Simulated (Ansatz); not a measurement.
The figure comes from a scan of CdBr$_{2}$ (space group P6_3mc): one Cd atom of a 6-atom cell moves by s along Cartesian z, with its periodic images. The numbers are results of r2SCAN+rVV10 (plane waves to 500 eV, PAW, scalar-relativistic; Ansatz, a program for electronic structure), not measurements. k mesh 8×8×2 (Γ-centred), Fermi-Dirac smearing 0.05 eV. The energy includes the smearing's −TS. CdBr2 was relaxed with its symmetry unable to fall. ΔE is measured from the undisplaced structure.

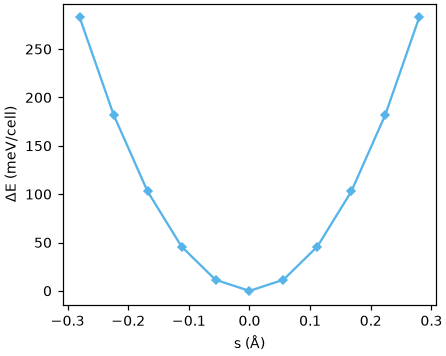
Fig. 1. ΔE (meV/cell) against s (Å); computed points joined by lines.

List the plotted points as numbers.

To the nearest 5:

```csv
s (Å),ΔE (meV/cell)
-0.280,285
-0.224,180
-0.168,105
-0.112,45
-0.056,10
0.000,0
0.056,10
0.112,45
0.168,105
0.224,180
0.280,285
```

(A displaced cell: forces are minus the slopes of the energy, force constants its curvatures, and phonons follow from these.)
